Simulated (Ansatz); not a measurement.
Hf (hcp, Mg type), energy over volume and axial ratio

Hf (hcp, Mg type), conventional cell a = b = 3.198 Å, c = 5.047 Å, α = β = 90.00°, γ = 120.00°. The calculation uses the primitive cell of 2 atoms, to which meshes and values per cell refer.

The relaxed cell is deformed in two ways at once: its volume V is scaled, and at that volume it is stretched along z (the c axis of the conventional cell) so that c/a changes. Fractional atomic positions are held.

The numbers are results of r2SCAN (plane waves to 500 eV, PAW, scalar-relativistic; Ansatz, a quantum-chemistry and plane-wave program), not measurements. k mesh 17×17×9 (Γ-centred), Fermi-Dirac smearing 0.05 eV. Energies are smeared free energies. Compression counts positive. With partly filled bands, the response to shear is sensitive to the k mesh, so small differences along c/a are uncertain. Hf is run without spin polarisation. Hf was relaxed with its symmetry unable to fall. Spin-orbit coupling is left out, though Hf is heavy. The PAW data are Ansatz's earlier set. ΔE is measured from the relaxed starting cell.

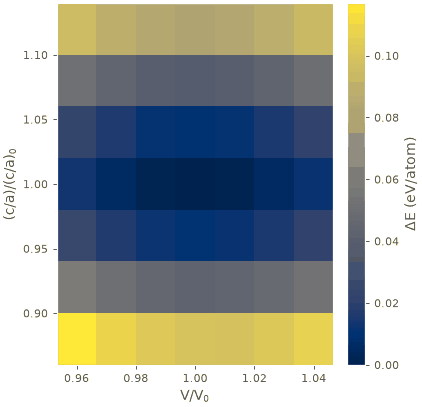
Figure: ΔE (eV/atom) over the 7×7 grid of computed points.

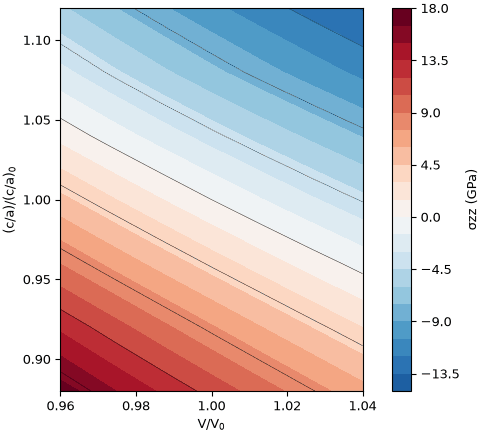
Figure. σzz (GPa) over the 7×7 grid of computed points.

The modulus against c/a change at fixed volume, (3/4V)·∂²E/∂(ln c/a)² (fit, atoms clamped) comes out as 69 GPa. Highest place on the grid: V/V₀ = 0.960, (c/a)/(c/a)₀ = 0.880 (117 meV/atom). Lowest place on the grid: V/V₀ = 1.000, (c/a)/(c/a)₀ = 1.000 (0 meV/atom).

Near the relaxed cell σzz − σxx = −2Cδ (compression positive), C being this modulus and δ the logarithm of the ratio.

(A scan under strain: stresses follow from slopes of the energy per volume, elastic moduli from its curvatures.)
